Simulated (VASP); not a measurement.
Band structure of CuI (zinc blende). All values below come from AM05 GGA, VASP's PBE PAW potentials (set 64) (plane waves; VASP).

Unless said otherwise, spin-orbit coupling is left out, though it shifts the bands of the heavy elements here.

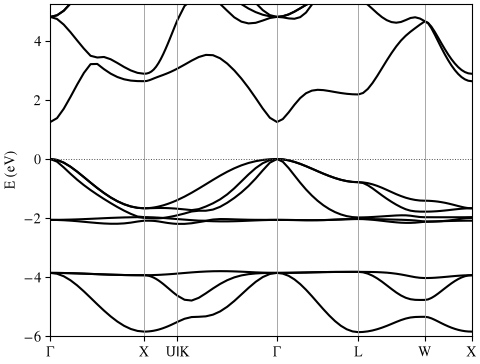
Figure. Bands along high-symmetry lines, zero at the valence-band maximum or, without a gap, the Fermi level

Read the plot: is there a gap, and where are the band edges?

The gap is direct, 1.25 eV, from the valence maximum at Γ to the conduction minimum at Γ. (Edges off the drawn lines would not show.)

Measured: gap 3.12 eV (computed value off by -1.87 eV), as given by Abedi et al., (2022), arXiv:2211.14644.

The compound is CuI in the zinc blende structure. It was relaxed first.
